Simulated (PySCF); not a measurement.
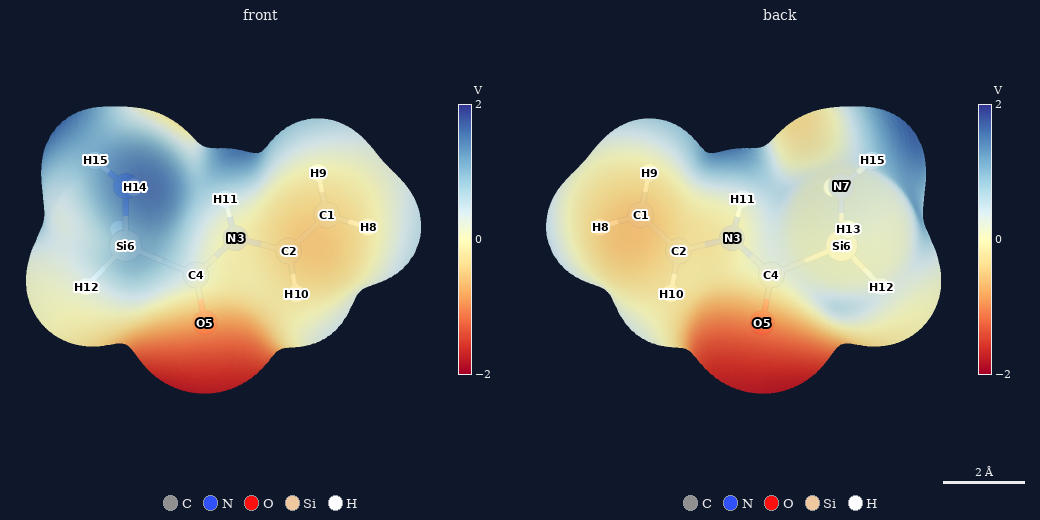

*C3H8N2OSi (SMILES C=CNC(=O)[SiH2]N). The molecular electrostatic potential painted on the density surface at 0.001 e/bohr³, seen from the front and from behind; the colour scale runs from red (negative) to blue (positive).*

Geometry: GFN2-xTB.

Computed with PySCF, wB97X-D/def2-SVPD, SCF density, gas phase.

```xyz
15

C    -2.8207    0.9495    0.0086
C    -1.9966   -0.0316   -0.3273
N    -0.6527   -0.0584    0.0001
C     0.2064   -1.0664   -0.3360
O    -0.1605   -2.0454   -0.9598
Si    2.0120   -0.8541    0.2683
N     2.2168    0.8609    0.3833
H    -3.8561    0.9260   -0.2730
H    -2.4868    1.8042    0.5730
H    -2.3101   -0.8973   -0.8924
H    -0.2837    0.7185    0.5303
H     2.8871   -1.5876   -0.6472
H     2.1454   -1.3361    1.6426
H     2.0511    1.4241   -0.4382
H     3.0441    1.2015    0.8484
```

Describe the electrostatic potential map.

Answer. The most negative region (about −1.8 V) lies over O5, the most positive (about +1.7 V) over H14 and H15. O5 is the likeliest acceptor of a hydrogen bond.
